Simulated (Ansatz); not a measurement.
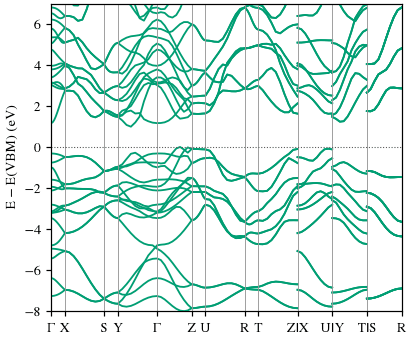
*Band structure from r²SCAN+D4 (plane waves, PAW; program Ansatz)*

Problem. Read off the gap and where the band edges lie.

Solution. About 1.0 eV (0.98 eV by a search for the band edges); maximum on the Γ–Z line, 65 % of the way from Γ, minimum on the Y–Γ line, 32 % of the way from Y.

The material is SnSe in space group Pnma (No. 62; Sn on 4c, Se on 4c).

The cell was relaxed with r²SCAN+D4 under the symmetry of its start. Scalar-relativistic: spin–orbit coupling is off unless named, which matters more the heavier the elements.

Potentials: the later of the program's two PAW sets.
